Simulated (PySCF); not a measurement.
Pyrrole, C4H5N, SMILES c1c[nH]cc1 at its B3LYP/def2-SVP optimised geometry (Å):

```
10

C      1.0827     0.1895    -0.0007
C      0.6586    -1.1726     0.0000
C     -0.7238    -1.1726     0.0000
N     -1.1425     0.1352     0.0000
C     -0.0554     0.9743    -0.0009
H      2.1080     0.5549    -0.0012
H      1.2954    -2.0555     0.0002
H     -1.4365    -1.9944     0.0003
H     -2.1080     0.4358     0.0012
H     -0.1757     2.0555    -0.0014
```

Level of theory: B3LYP/def2-TZVP (PySCF). Cells within 0.4 Å of a nucleus heavier than hydrogen are left out (blank, or x).

Map of the deformation density (molecule minus spherical neutral atoms) (e/bohr³) on the plane z = 0.0 Å:

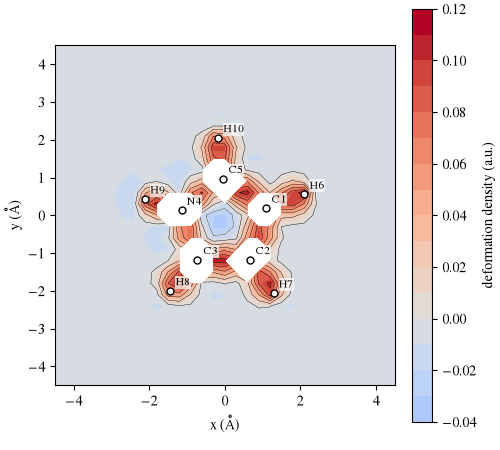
Figure: Deformation density (molecule minus spherical neutral atoms) (e/bohr³) on the plane z = 0.0 Å.
